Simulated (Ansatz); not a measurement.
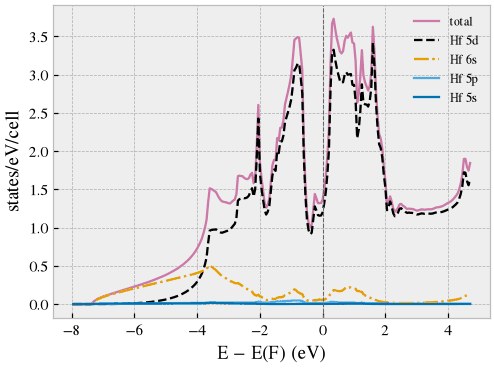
*Total and projected density of states of Hf (hcp (Mg type), space group No. 194), PBE (plane waves, PAW; program Ansatz)*

**Question.** Which orbitals carry the states next to the Fermi level?

**Answer.** Within 0.5 eV of the Fermi level: Hf 5d 89 %, outside the projected shells 6 %. Projections are on Löwdin-orthogonalised atomic valence shells; empty p or d shells of many metals are not among them.

**Question.** Where is the tallest occupied peak in this window, and what makes it?

**Answer.** Near -0.8 eV, about 3.5 states/eV per cell; the largest projected share is Hf 5d.

Space group P6_3/mmc (hcp (Mg type)). The cell was relaxed with PBE under the symmetry of its start. The run is not spin-polarised. Spin–orbit coupling is left out wherever it is not named.

Potentials: the earlier of the program's two PAW sets.
